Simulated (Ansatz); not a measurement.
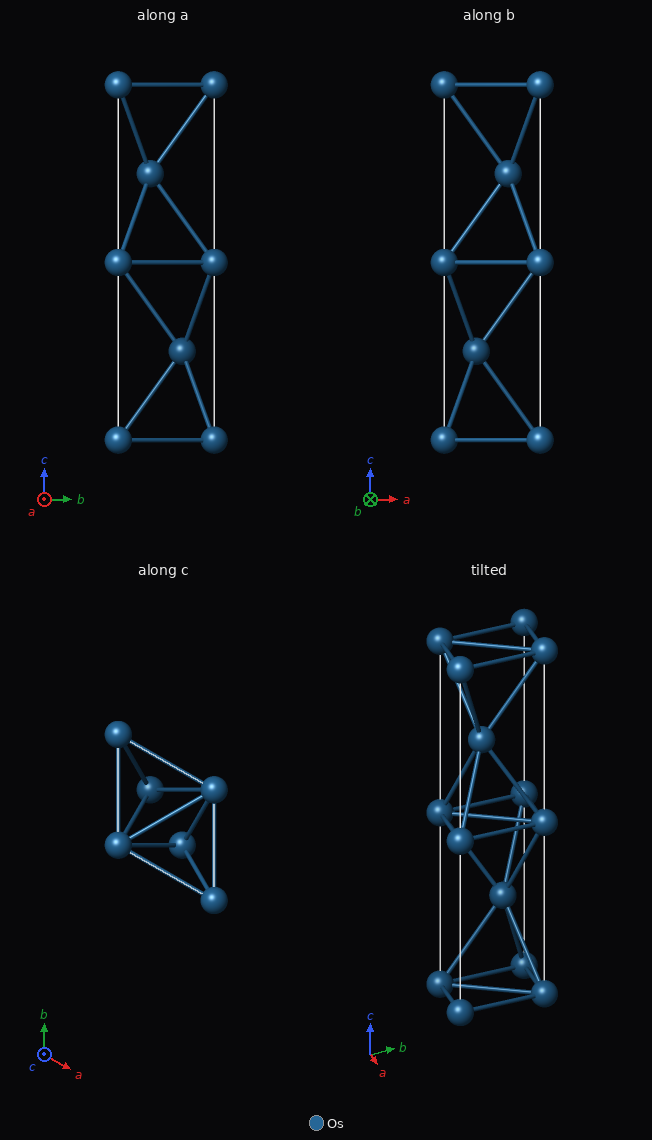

Ball-and-stick drawing of the structure, looking along the a axis, along the b axis, along the c axis and slightly off an axis. The conventional unit cell is drawn as a box.

Lattice parameters: a = 2.677 Å, b = 2.677 Å, c = 8.592 Å, α = 90.00°, β = 90.00°, γ = 120.00°.

**Express the structure as a table of Wyckoff sites.**

Space group P6_3/mmc (No. 194).
| atom | site | x | y | z |
| --- | --- | --- | --- | --- |
| Os | 2a | 0.0000 | 0.0000 | 0.0000 |
| Os | 2c | 0.3333 | 0.6667 | 0.2500 |

Its origin is a structure type filled with this element by a generator (whether the element takes this form wasn't checked). Earlier steps of the study may have refined or changed the cell and positions. A calculation with Ansatz used it as input.

At this level of theory the cell isn't at rest (compressed, at 38 GPa), so its distances can differ from those at equilibrium, the more so the softer the solid.
